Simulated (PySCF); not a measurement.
# C3H8BFSi: what the fields show

```csv
atom,x (Å),y (Å),z (Å)
B,2.3591,0.2182,0.3339
Si,0.7016,0.5511,-0.6253
C,-0.8852,1.0395,0.3615
C,-1.3665,-0.4212,0.4145
C,-0.4590,-1.0231,-0.6600
F,0.0987,-2.2368,-0.2830
H,3.3854,0.1894,-0.2242
H,2.3702,0.0016,1.4825
H,0.6749,1.1783,-1.9624
H,-0.7661,1.4903,1.3439
H,-1.5753,1.6645,-0.2007
H,-2.4312,-0.5546,0.2246
H,-1.1335,-0.8773,1.3757
H,-0.9737,-1.2205,-1.6031
```

Geometry: GFN2-xTB.

The calculation used PBE0/pcSseg-1, SCF density, gas phase, non-relativistic in PySCF 2.14.0.

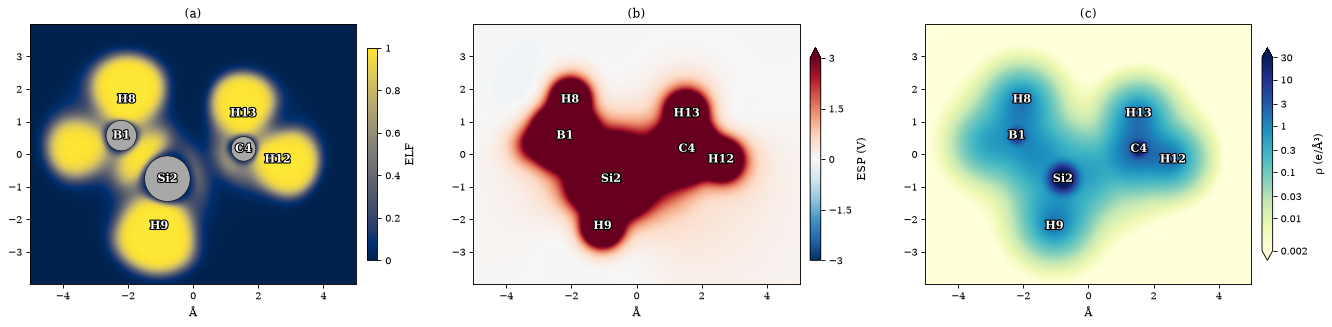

Figure 1. (a) electron localisation function; (b) electrostatic potential; (c) electron density on the plane of atoms H12, C4 and H13. Grey discs cover the atomic cores in the ELF map.

What does the map show?

Answer.
- The plane passes through B, Si, C and H nuclei.
- Si–B (1.94 Å): ρ is about 0.86 e/Å³ halfway; the ELF peaks at about 1 between the atoms, as expected for a shared electron pair.
- C–H (1.09 Å): ρ is about 2 e/Å³ halfway; the ELF climbs to about 1 towards the hydrogen, as it does in any bond to H (an ordinary covalent bond to hydrogen).
- B–H (1.17 Å): ρ at the midpoint is about 1.3 e/Å³; the ELF climbs to about 1 towards the hydrogen: a covalent bond by its length.
- Si–H (1.48 Å): the density is about 0.78 e/Å³ at the midpoint; the ELF climbs to about 1 towards the hydrogen.
- The potential has no marked negative region in this plane.

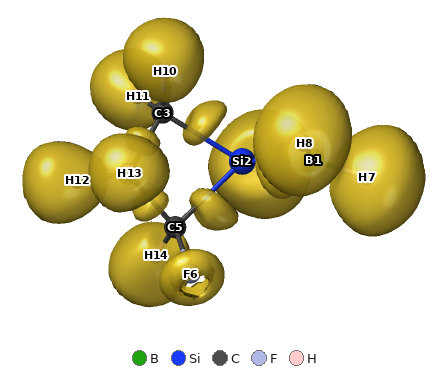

Figure 2. Isosurface of the ELF at 0.85 (yellow), seen at a tilt. Core shells and regions of very low density are left out.

Describe the localisation domains.

Answer. At this value the surface marks out one region between bonded B–Si atoms (shared pairs), two regions between bonded C–C atoms (shared pairs), two regions between bonded C–Si atoms (shared pairs), eight regions around hydrogen nuclei and one region wrapped around F (its lone pairs, merged into a ring or cap). Profiles from the grid: C–F (1.39 Å): the ELF peaks at about 0.85 between the atoms (a shared but strongly polarised pair). C–C (1.53 Å): the ELF peaks at about 0.95 between the atoms; a shared electron pair.

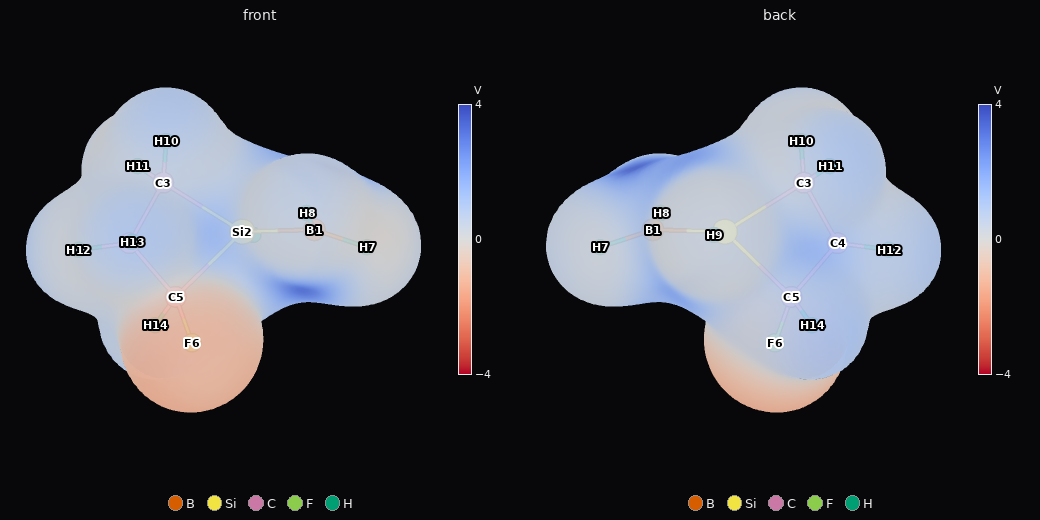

Figure 3. The molecular electrostatic potential painted on the density surface at 0.004 e/bohr³, seen from the front and from behind; red is negative and blue positive.

Which sites attract a positive test charge, and which a negative one?

Answer. A positive charge is drawn to the negative regions and a negative charge to the positive ones. The most negative region (about −1.3 V) lies over F6, the most positive (about +3.1 V) over B1.

What dipole moment does the calculation give?

Answer. Its dipole moment is 1.71 D.
